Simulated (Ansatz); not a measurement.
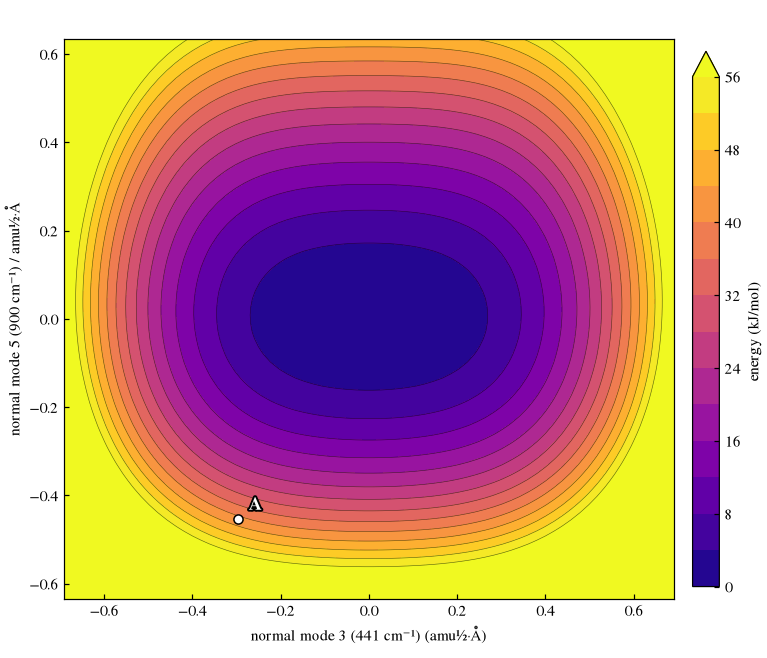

H2NOSi, SMILES N[Si+]=O, charge +1. 
- First axis: normal mode 3 (441 cm⁻¹). Second axis: normal mode 5 (900 cm⁻¹).
- Nothing is relaxed (straight displacements along the two mass-weighted modes).
- Grid: 15 × 15 points; 120 points were computed and 105 follow by symmetry.
- All energies are given in kJ/mol relative to the lowest grid point.
- Theory: Ansatz, RKS r2SCAN-D4/def2-TZVP.

The picture shows filled contours, one colour for all values above the top of the scale, the point A. Between grid points the surface is interpolated.

Which way does the force act at A, and how strong is it?

A, at normal mode 3 (441 cm⁻¹) = −0.296 amu½·Å, normal mode 5 (900 cm⁻¹) = −0.453 amu½·Å, is not a stationary point. The computed force is 55 kJ/mol for each amu½·Å towards larger values of normal mode 3 (441 cm⁻¹) and 170 kJ/mol for each amu½·Å towards larger values of normal mode 5 (900 cm⁻¹).
